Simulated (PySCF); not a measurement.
## Geometry relaxation, with input and output: C$_{2}$H$_{7}$BF$_{2}$Si

The run: geometry relaxation of C$_{2}$H$_{7}$BF$_{2}$Si. Method and program: PBE0-D3(BJ)/def2-SVP geometry optimisation, gas phase (PySCF 2.14.0).

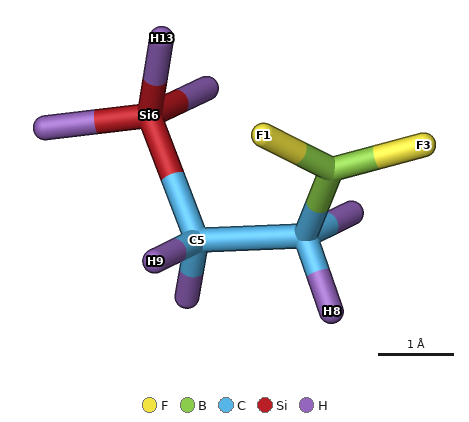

*The starting structure (stick view, seen at a tilt; atoms are numbered from 1 in the order of the input).*

Bond lengths as drawn: B–C 1.59 Å, B–F 1.30 to 1.33 Å, C–C 1.51 Å, C–H 1.07 to 1.11 Å, C–Si 1.91 Å and H–Si 1.45 to 1.48 Å.

### Summary

| quantity | value |
| --- | --- |
| outcome | converged |
| total energy | −593.822928 hartree |
| dipole moment | 1.79 D |
| point group | C1 |
| hardware | 1 CPU thread, shared host |
| wall time | 1.9 min |
| peak memory | 0.51 GiB |

### Input file
```
{"job": {"xc": "PBE0", "basis": "def2-SVP", "d3": "d3bj", "grid": 1, "shake": 0.01, "kind": "geom"}, "charge": 0, "multiplicity": 1}
F     -1.464240     1.644650    -0.579230
B     -1.719120     0.656010     0.230350
F     -2.726870     0.879780     1.065040
C     -0.888650    -0.698140     0.191350
C      0.367290    -0.672520    -0.641830
Si     1.702520     0.466720     0.117550
H     -0.693870    -1.029530     1.215140
H     -1.577860    -1.461040    -0.217390
H      0.131950    -0.323350    -1.621950
H      0.753900    -1.685020    -0.715930
H      2.877970     0.401680    -0.735560
H      2.046320    -0.043800     1.462590
H      1.196480     1.847670     0.219550
```

The first line tells a small driver script what to run in PySCF; the rest is the geometry in Å.

Command:
```bash
OMP_NUM_THREADS=1 python <driver script> task.json out
```

### The program's output
```
step   0  E = -593.81816832  max force = 0.025456
step   1  E = -593.82187730  max force = 0.005170
step   2  E = -593.82241137  max force = 0.003239
step   3  E = -593.82257892  max force = 0.004003
step   4  E = -593.82270913  max force = 0.000880
step   5  E = -593.82276730  max force = 0.000643
step   6  E = -593.82282113  max force = 0.000939
step   7  E = -593.82284906  max force = 0.000623
step   8  E = -593.82286426  max force = 0.001328
step   9  E = -593.82285872  max force = 0.001609
step  10  E = -593.82288054  max force = 0.001069
step  11  E = -593.82289114  max force = 0.000722
step  12  E = -593.82289914  max force = 0.000606
step  13  E = -593.82290534  max force = 0.000559
step  14  E = -593.82291189  max force = 0.000560
step  15  E = -593.82291677  max force = 0.000542
step  16  E = -593.82292251  max force = 0.000496
step  17  E = -593.82292746  max force = 0.000473
step  18  E = -593.82292837  max force = 0.000338
optimisation converged
```

### Trajectory as extended XYZ (Å, eV, eV/Å), 8 of the 19 frames kept, from step=0 to step=18
```
13
Properties=species:S:1:pos:R:3:forces:R:3 step=0 energy=-16158.61540
F    -1.4642    1.6446   -0.5792    0.2780   0.6041  -0.7232
B    -1.7191    0.6560    0.2303   -0.0594  -0.7533   0.6077
F    -2.7269    0.8798    1.0650    0.1133  -0.3402   0.0458
C    -0.8887   -0.6981    0.1913   -1.0506   0.4835   0.0464
C     0.3673   -0.6725   -0.6418    0.5378   0.4617   1.3090
Si    1.7025    0.4667    0.1176   -0.6942  -0.7281  -0.2703
H    -0.6939   -1.0295    1.2151   -0.0004  -0.0840   0.3636
H    -1.5779   -1.4610   -0.2174   -0.1783  -0.0056   0.0926
H     0.1320   -0.3234   -1.6220   -0.0944   0.3489  -1.2730
H     0.7539   -1.6850   -0.7159    0.4058  -0.4086  -0.1944
H     2.8780    0.4017   -0.7356    0.7333   0.1192  -0.3918
H     2.0463   -0.0438    1.4626    0.0796  -0.0360   0.3236
H     1.1965    1.8477    0.2195   -0.0705   0.3385   0.0640
13
Properties=species:S:1:pos:R:3:forces:R:3 step=3 energy=-16158.73542
F    -1.4408    1.8386   -0.4117   -0.0545   0.0497   0.0826
B    -1.6094    0.8484    0.4478   -0.0016  -0.2059  -0.0335
F    -2.3746    1.0832    1.5019    0.0647   0.1057  -0.1058
C    -0.9953   -0.5717    0.2031    0.0460   0.0843   0.0403
C     0.2305   -0.6380   -0.7119   -0.0341  -0.0363   0.1004
Si    1.7616    0.2081   -0.0024    0.0300  -0.0478   0.0088
H    -0.8001   -1.0450    1.1798    0.0076  -0.0027   0.0212
H    -1.8256   -1.1649   -0.2254   -0.0641  -0.0321  -0.0160
H     0.0120   -0.1870   -1.6909   -0.0333   0.0704  -0.0813
H     0.4991   -1.6884   -0.9164    0.0205   0.0119  -0.0063
H     2.9065    0.0800   -0.9526    0.0313   0.0221  -0.0002
H     2.1329   -0.4408    1.2951    0.0094   0.0118  -0.0010
H     1.5046    1.6587    0.2654   -0.0219  -0.0310  -0.0093
13
Properties=species:S:1:pos:R:3:forces:R:3 step=5 energy=-16158.74055
F    -1.4570    1.8224   -0.4473    0.0080   0.0018  -0.0331
B    -1.6068    0.8476    0.4331   -0.0274   0.0264   0.0309
F    -2.3548    1.1243    1.4876    0.0030  -0.0069   0.0122
C    -0.9920   -0.5720    0.2170   -0.0167  -0.0236  -0.0136
C     0.2239   -0.6374   -0.7101    0.0082  -0.0086  -0.0176
Si    1.7657    0.1926   -0.0012    0.0044  -0.0199  -0.0042
H    -0.7879   -1.0319    1.1988    0.0009   0.0151   0.0045
H    -1.8296   -1.1708   -0.1977    0.0288  -0.0043   0.0086
H    -0.0053   -0.1657   -1.6809    0.0159   0.0051   0.0175
H     0.4907   -1.6840   -0.9344   -0.0184  -0.0045  -0.0083
H     2.9070    0.1013   -0.9621   -0.0048   0.0101   0.0033
H     2.1568   -0.4771    1.2793    0.0028  -0.0015  -0.0030
H     1.4909    1.6318    0.2997   -0.0046   0.0108   0.0028
13
Properties=species:S:1:pos:R:3:forces:R:3 step=8 energy=-16158.74319
F    -1.5911    1.7569   -0.4985   -0.0074  -0.0060   0.0633
B    -1.6372    0.8273    0.4407    0.0213  -0.0382  -0.0683
F    -2.3281    1.1231    1.5276    0.0007  -0.0029  -0.0096
C    -0.9687   -0.5729    0.2447    0.0315   0.0261   0.0158
C     0.2209   -0.6199   -0.7202   -0.0103   0.0084   0.0385
Si    1.7759    0.1915   -0.0215   -0.0034   0.0230   0.0080
H    -0.7144   -0.9872    1.2347    0.0070  -0.0229   0.0022
H    -1.7859   -1.2228   -0.1254   -0.0371  -0.0044  -0.0015
H    -0.0260   -0.1127   -1.6670   -0.0289   0.0097  -0.0276
H     0.4670   -1.6617   -0.9855    0.0248   0.0118  -0.0009
H     2.8876    0.1861   -1.0194    0.0017  -0.0004  -0.0139
H     2.2240   -0.5351    1.2079    0.0019   0.0062  -0.0038
H     1.4775    1.6084    0.3635   -0.0019  -0.0104  -0.0022
13
Properties=species:S:1:pos:R:3:forces:R:3 step=10 energy=-16158.74363
F    -1.6206    1.7405   -0.4732    0.0014   0.0040   0.0361
B    -1.6458    0.8033    0.4580    0.0106  -0.0396  -0.0523
F    -2.3290    1.0828    1.5538   -0.0078  -0.0031  -0.0085
C    -0.9606   -0.5858    0.2479    0.0550   0.0094   0.0373
C     0.2231   -0.6117   -0.7252   -0.0340   0.0061   0.0318
Si    1.7739    0.2135   -0.0346    0.0032   0.0232   0.0025
H    -0.6918   -0.9977    1.2355    0.0068  -0.0260  -0.0072
H    -1.7688   -1.2496   -0.1169   -0.0439   0.0059  -0.0016
H    -0.0365   -0.1015   -1.6670   -0.0305   0.0101  -0.0251
H     0.4768   -1.6493   -0.9990    0.0388   0.0122  -0.0027
H     2.8737    0.2300   -1.0455    0.0035  -0.0004  -0.0085
H     2.2443   -0.5171    1.1841    0.0022   0.0077  -0.0021
H     1.4626    1.6237    0.3640   -0.0052  -0.0095   0.0003
13
Properties=species:S:1:pos:R:3:forces:R:3 step=13 energy=-16158.74431
F    -1.6052    1.7361   -0.4785    0.0062   0.0036   0.0091
B    -1.6398    0.8012    0.4544   -0.0159  -0.0096   0.0004
F    -2.3260    1.0915    1.5458   -0.0077  -0.0222   0.0054
C    -0.9610   -0.5914    0.2512    0.0240  -0.0085   0.0244
C     0.2209   -0.6119   -0.7229   -0.0168  -0.0002  -0.0132
Si    1.7710    0.2152   -0.0329    0.0024   0.0287  -0.0140
H    -0.6930   -1.0061    1.2378    0.0058  -0.0091  -0.0075
H    -1.7732   -1.2520   -0.1136   -0.0108   0.0173  -0.0044
H    -0.0448   -0.0987   -1.6626   -0.0047  -0.0063  -0.0001
H     0.4819   -1.6463   -1.0023    0.0181   0.0038   0.0008
H     2.8670    0.2388   -1.0485   -0.0007   0.0011  -0.0017
H     2.2488   -0.5173    1.1814    0.0013   0.0016  -0.0013
H     1.4549    1.6220    0.3723   -0.0012  -0.0001   0.0020
13
Properties=species:S:1:pos:R:3:forces:R:3 step=15 energy=-16158.74462
F    -1.5902    1.7386   -0.4758   -0.0038   0.0001   0.0106
B    -1.6376    0.8012    0.4544   -0.0017  -0.0060   0.0083
F    -2.3319    1.0914    1.5408   -0.0052  -0.0231   0.0032
C    -0.9619   -0.5934    0.2526    0.0125  -0.0011   0.0046
C     0.2203   -0.6136   -0.7209   -0.0048   0.0033  -0.0105
Si    1.7699    0.2168   -0.0329   -0.0002   0.0279  -0.0145
H    -0.6967   -1.0122    1.2381    0.0038  -0.0052  -0.0038
H    -1.7767   -1.2487   -0.1160   -0.0055   0.0069  -0.0007
H    -0.0469   -0.1013   -1.6606   -0.0007  -0.0054  -0.0033
H     0.4857   -1.6468   -1.0005    0.0048   0.0002   0.0058
H     2.8639    0.2403   -1.0508    0.0000   0.0021   0.0000
H     2.2507   -0.5143    1.1810    0.0014  -0.0001  -0.0010
H     1.4529    1.6232    0.3724   -0.0007   0.0004   0.0012
13
Properties=species:S:1:pos:R:3:forces:R:3 step=18 energy=-16158.74493
F    -1.5558    1.7568   -0.4565   -0.0105  -0.0056   0.0051
B    -1.6292    0.8047    0.4575    0.0026  -0.0021   0.0007
F    -2.3416    1.0823    1.5352   -0.0016  -0.0100   0.0076
C    -0.9642   -0.5937    0.2482    0.0051  -0.0038  -0.0026
C     0.2208   -0.6204   -0.7210    0.0022   0.0060  -0.0042
Si    1.7656    0.2205   -0.0339    0.0016   0.0174  -0.0085
H    -0.7061   -1.0221    1.2315   -0.0008  -0.0002   0.0002
H    -1.7858   -1.2375   -0.1262    0.0020  -0.0025   0.0012
H    -0.0443   -0.1192   -1.6671    0.0001  -0.0020  -0.0015
H     0.4906   -1.6559   -0.9876    0.0004  -0.0006   0.0020
H     2.8642    0.2384   -1.0468   -0.0007   0.0022  -0.0002
H     2.2428   -0.5012    1.1873    0.0008   0.0000  -0.0014
H     1.4443    1.6285    0.3611   -0.0012   0.0011   0.0015
```

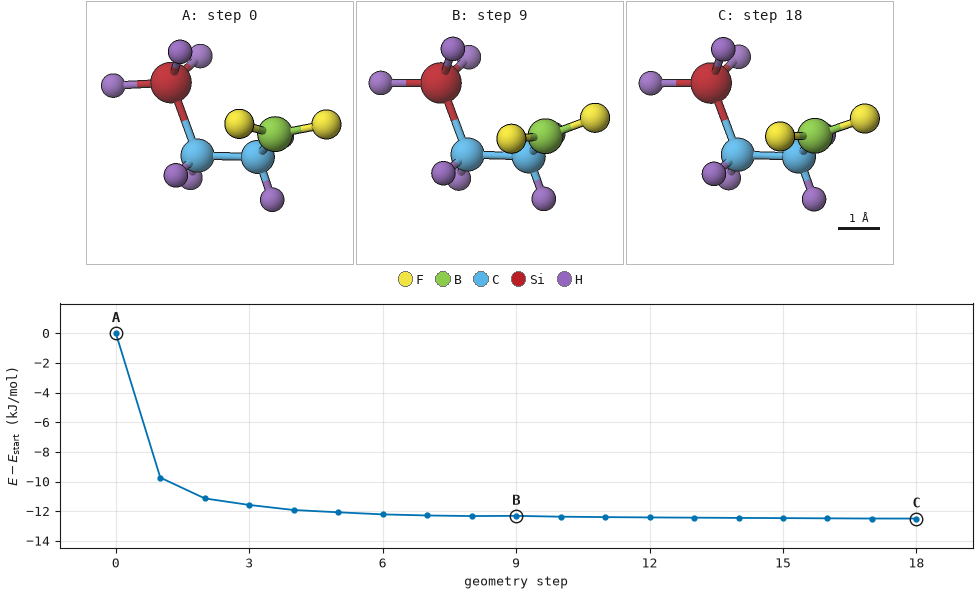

*Frames of the relaxation (ball-and-stick view, seen at a tilt) above the curves, on which the letters mark them (steps are counted from 0).*

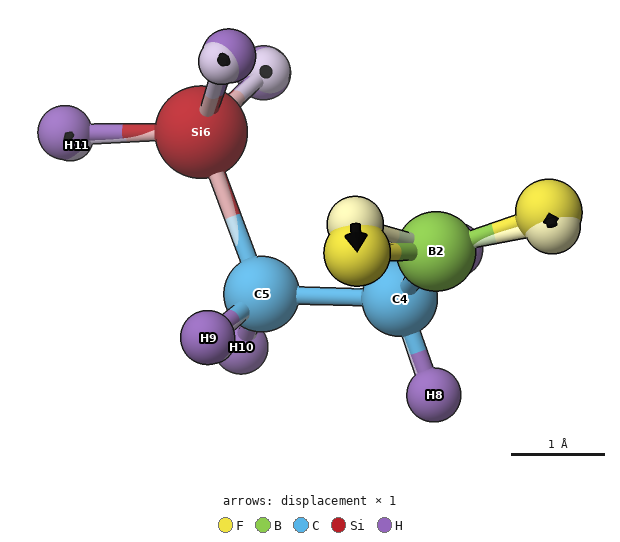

*Start (faint) and end (solid) with the displacements as black arrows, at true length (ball-and-stick view, seen at a tilt). The two geometries are laid on each other by the best rigid fit.*

After 18 geometry steps the energy has fallen by 12.5 kJ/mol. The largest force component goes from 1.3 to 0.017 eV/Å. The atom that moves furthest after the best rigid fit is F1 (0.33 Å). Largest moves by element: F 0.33 Å, H 0.13 Å, Si 0.05 Å, B 0.05 Å, C 0.04 Å. Distances before and after: Si6–H11 1.454 → 1.494 Å, C5–H9 1.067 → 1.103 Å, B2–C4 1.589 → 1.563 Å, C5–Si6 1.912 → 1.888 Å. Among the angles that change: C5–Si6–H11 107.7° → 111.1°, H9–C5–H10 108.7° → 106.1°, C4–C5–H10 108.6° → 111.0°. (Atoms are counted from 1 in the order of the input.)
